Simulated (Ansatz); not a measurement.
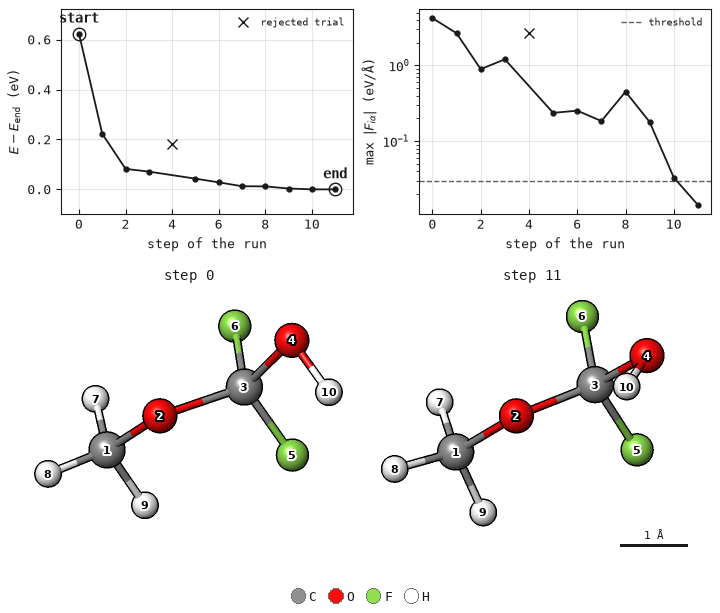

First and last geometry of a relaxation of C₂H₄F₂O₂ (coarse preliminary run), with the history of the run. Style: ball-and-stick. Shown from a free direction.

The start comes from a force field.

Level of theory: RKS PBE-D4/def2-SVP in Ansatz 0.2.0. (force threshold 0.03 eV/Å; at most 200 steps)

> Did the run converge, and what did it change?

It converged. The largest move after the best rigid fit is that of H10, 0.80 Å. Largest moves by element: H 0.80 Å, F 0.44 Å, O 0.34 Å, C 0.16 Å. Among the contacts that change: C3–O4 1.470 → 1.354 Å, C1–H8 1.030 → 1.105 Å, C3–F5 1.318 → 1.380 Å, O2–C3 1.416 → 1.369 Å. Among the angles between lasting bonds that change: C3–O4–H10 93.7° → 106.4°, F5–C3–F6 110.5° → 104.8°, H7–C1–H9 105.0° → 109.4°. Groups turn about C3–O4 by about 75°. The energy falls by 0.624 eV in 10 accepted moves (11 points after the start). Largest force component: 4.2 eV/Å at the start, 0.014 eV/Å at the end. The line search rejected the trial step at point 4 of the run.
